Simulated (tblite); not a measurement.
## Frequency calculation of C3H7Cl3Si2

System: C3H7Cl3Si2, SMILES ClC(Cl)(Cl)C1[SiH2]C[SiH2]1.
Method: GFN2-xTB harmonic vibrations, gas phase (tblite 0.8.0).

It belongs to a series of runs on one base structure; here: H on C replaced by CCl3.

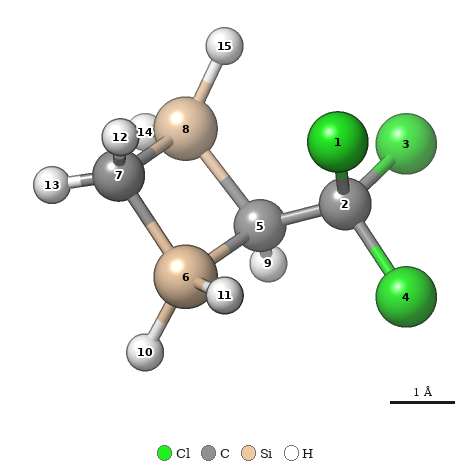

**Figure 1.** The structure (ball-and-stick view, seen at a tilt; atoms are numbered from 1 in the order of the input). Bond lengths as drawn: C–C 1.47 Å, C–Cl 1.77 to 1.80 Å, C–H 1.09 Å, C–Si 1.92 to 1.94 Å and H–Si 1.46 Å.

**Input file**
```
{"job": {"kind": "ir", "xc": "GFN2-xTB", "basis": "xTB"}, "charge": 0, "multiplicity": 1}
Cl     1.352449     1.966656     0.210940
C      1.813170     0.289716    -0.136494
Cl     2.697900     0.293546    -1.700420
Cl     2.988457    -0.212162     1.126815
C      0.627805    -0.587054    -0.171299
Si    -0.502166    -0.453468     1.395256
C     -1.825511     0.323342     0.244160
Si    -0.784710     0.035390    -1.341058
H      0.967781    -1.600170    -0.386627
H     -0.834760    -1.789789     1.887524
H      0.014675     0.387690     2.467130
H     -2.011407     1.373936     0.450339
H     -2.794073    -0.166822     0.256604
H     -1.252425    -1.063694    -2.185111
H     -0.461599     1.210874    -2.139671
```

The first line tells a small driver script what to run in tblite; the rest is the geometry in Å.

Run as:
```bash
OMP_NUM_THREADS=1 python <driver script> task.json out
```

**What the program printed**
```
mode    cm-1     km/mol
  1      58.7      0.59
  2      61.6      0.00
  3     110.1      0.36
  4     147.7      1.74
  5     186.4      3.30
  6     213.2      4.60
  7     257.3      4.58
  8     289.6      0.03
  9     331.2      8.40
 10     378.1      2.81
 11     436.3      0.54
 12     449.9     39.01
 13     469.1      0.58
 14     503.8      0.24
 15     571.7     22.67
 16     600.0      0.03
 17     614.5      5.57
 18     615.5     96.76
 19     637.4     21.34
 20     673.7    140.40
 21     695.5     39.89
 22     746.4     77.88
 23     749.0    132.51
 24     768.8    499.66
 25     776.3    261.76
 26     792.3     17.26
 27     929.3      0.03
 28    1035.0     65.81
 29    1085.9     49.34
 30    1103.6    135.56
 31    1222.1     75.82
 32    1452.0     12.24
 33    2269.5     85.31
 34    2275.9    610.16
 35    2318.3    202.66
 36    2320.3    272.10
 37    2970.2     12.91
 38    3017.4     24.10
 39    3030.4     12.99
```

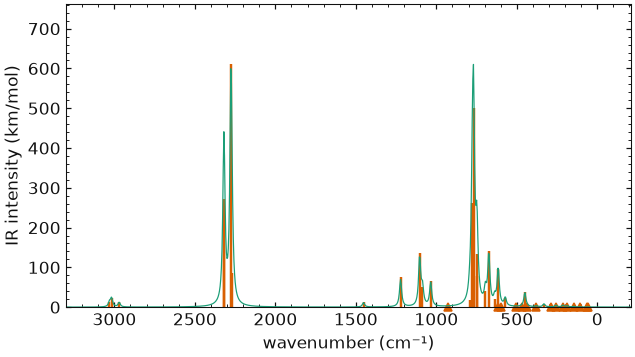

**Figure 2.** Harmonic infrared spectrum, unscaled: sticks (degenerate modes added up, dark ones marked on the axis) with a Lorentzian envelope of 16 cm⁻¹ full width, scaled to the tallest stick. 39 modes from 59 to 3030 cm⁻¹, none imaginary. The strongest line is at 2276 cm⁻¹ (610 km/mol).

**Results in brief**

```tsv
quantity	value
outcome	converged
total energy	−736.8110 eV
zero-point energy	53.1280 kcal/mol
hardware	1 CPU thread, shared host
wall time	0.73 s
peak memory	0.18 GiB
```
